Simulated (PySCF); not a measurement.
Consider C5H12Si2.

Input file:

```
{"job": {"kind": "nmr", "xc": "PBE0", "basis": "pcSseg-1"}, "charge": 0, "multiplicity": 1}
C      1.987797    -0.386791    -0.870774
C      0.637776    -0.098309    -0.250698
C     -0.225915    -1.294387     0.195369
C     -1.448566    -0.447244    -0.191711
C     -0.527035     0.271989    -1.189658
Si    -1.738185     0.774085     1.252727
Si     0.552630     1.165088     1.195741
H      2.422171     0.524151    -1.279844
H      2.672840    -0.785186    -0.123951
H      1.902289    -1.115695    -1.677999
H     -0.097373    -2.151740    -0.468703
H     -0.139798    -1.638818     1.228000
H     -2.310542    -0.974215    -0.599912
H     -0.461323    -0.261015    -2.140477
H     -0.710798     1.328366    -1.396117
H     -2.325495     0.079594     2.403946
H     -2.664357     1.838035     0.849398
H      1.062724     2.468198     0.752276
H      1.401355     0.713144     2.304924
```

Run with:

```sh
OMP_NUM_THREADS=1 python probes_run.py task.json out
```

Geometry: GFN2-xTB.

Level of theory: PBE0/pcSseg-1, SCF density, gas phase, non-relativistic (PySCF 2.14.0).

### What will maps of the electron density and electron localisation function show?

C–C (1.51 Å): ρ is about 1.7 e/Å³ halfway; the ELF peaks at about 0.95 between the atoms; localised, covalent bonding.
C–Si (1.91 Å): ρ at the midpoint is about 0.9 e/Å³; the ELF peaks at about 0.95 between the atoms, as expected for a shared electron pair.
Si–Si (2.32 Å): ρ is about 0.63 e/Å³ halfway; the ELF peaks at about 1 between the atoms, as expected for a shared electron pair.
C–H (1.09 Å): ρ is about 2 e/Å³ halfway; the ELF climbs to about 1 towards the hydrogen, as it does in any bond to H; a covalent bond by its length.

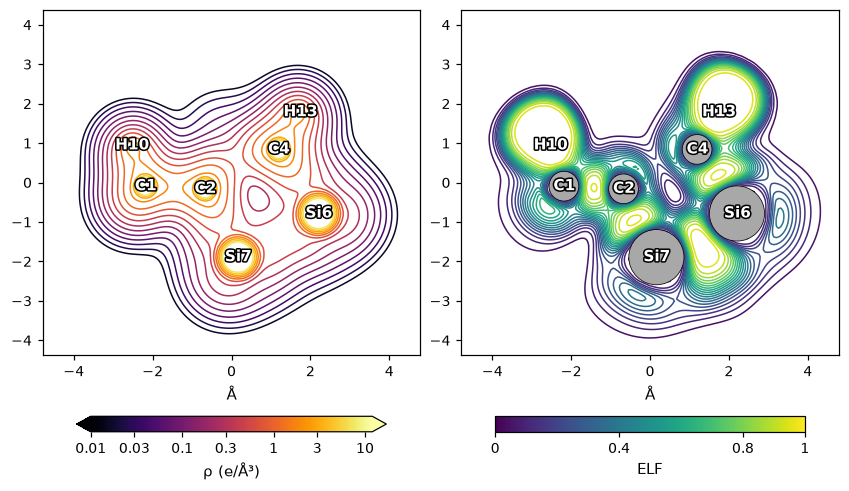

Computed electron density and electron localisation function on the plane of atoms C4, Si6 and Si7, in this order. Grey discs cover the atomic cores in the ELF map. 
